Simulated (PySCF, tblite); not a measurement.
**C₅H₈B₂F₂O: geometry, infrared bands and NMR shifts**

Aim: predict the infrared bands and NMR shifts of C₅H₈B₂F₂O (`FC(F)C1=CCOBCB1`).

Programs: tblite 0.8.0 and PySCF 2.14.0, with density-fitted response routines of our own. Each step states its level of theory. These are calculated values for one molecule in the gas phase, unless marked as measured. Atoms are numbered from 0 throughout.

### Step 1. The starting structure

18 atoms, charge 0, multiplicity 1; geometry from: force field or distance geometry start.

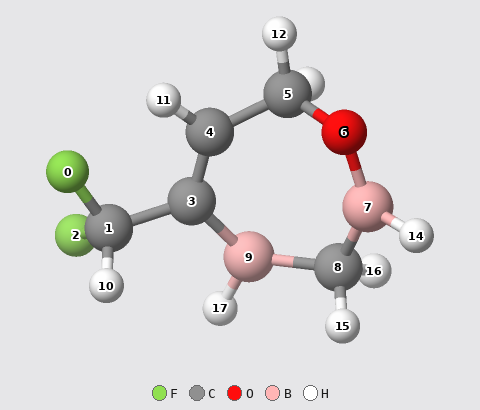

The starting geometry (fluorine green, carbon grey, oxygen red, boron pink, hydrogen white), atoms numbered; sticks join atoms by distance.

### Step 2. Optimising the geometry with GFN2-xTB

What the job is given:

```
{"job": {"kind": "relax", "xc": "GFN2-xTB", "basis": "xTB"}, "charge": 0, "multiplicity": 1}
F      3.019700     0.787000    -0.716600
C      2.375900    -0.380500    -0.350200
F      3.028700    -0.896300     0.785200
C      0.961700    -0.046600     0.036100
C      0.594600     1.229300    -0.033600
C     -0.745500     1.790900     0.280700
O     -1.754300     1.348700    -0.508300
B     -2.099000    -0.046900    -0.403500
C     -1.501400    -1.357300     0.214600
B      0.049200    -1.240700     0.511700
H      2.396400    -1.142000    -1.158100
H      1.340000     1.941300    -0.379600
H     -0.652200     2.903700     0.222200
H     -1.013800     1.585200     1.356000
H     -2.974300    -0.308400    -1.197200
H     -1.593300    -2.151600    -0.569600
H     -2.046400    -1.737800     1.100600
H      0.605300    -2.271600     0.797900
```

Launch:

```
$ OMP_NUM_THREADS=1 python probes_run.py task.json out
```

This one command runs all jobs of the session in turn.

**Question.** This job is followed by: GFN2-xTB harmonic vibrations, gas phase; GIAO PBE0/pcSseg-1 NMR shielding, non-relativistic, gas phase. What will the session give for the following? strongest single infrared mode (GFN2-xTB); zero-point energy (GFN2-xTB); ¹³C shifts against TMS (PBE0/pcSseg-1); ¹H shifts against TMS (PBE0/pcSseg-1, means over atoms taken as alike); ¹⁹F shifts against CFCl3 (PBE0/pcSseg-1, means over atoms taken as alike); ¹⁷O shifts against H2O (PBE0/pcSseg-1); ¹¹B shifts against BF3·OEt2 (PBE0/pcSseg-1).

The runs gave:

```
                                                                 quantity                                   value
                                strongest single infrared mode (GFN2-xTB)                   1007 cm⁻¹, 177 km/mol
                                             zero-point energy (GFN2-xTB)                           80.2 kcal/mol
                                   ¹³C shifts against TMS (PBE0/pcSseg-1)     155.1, 153.5, 122.6, 70.7, 44.0 ppm
   ¹H shifts against TMS (PBE0/pcSseg-1, means over atoms taken as alike)  7.55, 7.16, 6.92, 5.37, 5.32, 2.58 ppm
¹⁹F shifts against CFCl3 (PBE0/pcSseg-1, means over atoms taken as alike)                              -138.2 ppm
                                   ¹⁷O shifts against H2O (PBE0/pcSseg-1)                               222.2 ppm
                              ¹¹B shifts against BF3·OEt2 (PBE0/pcSseg-1)                          68.1, 44.9 ppm
```

In words: Over 143 steps the energy fell by 1.115 eV; of the close pairs, O6–B7 changed most, 1.441 to 1.323 Å. All 48 modes are real, so the xTB geometry is a minimum. The strongest single mode, at 1007 cm⁻¹, moves mainly C1. Unscaled tight-binding wavenumbers are off by several per cent, some by more. Its intensities can rank the bands wrongly. The most deshielded hydrogen is H11 (hydrogen on an alkene CH), at 7.55 ppm: attached to an sp2 carbon and in the plane of the double bond. At PBE0/pcSseg-1: The widest tensor belongs to O6: span 420 ppm, with a paramagnetic part of -279 ppm.
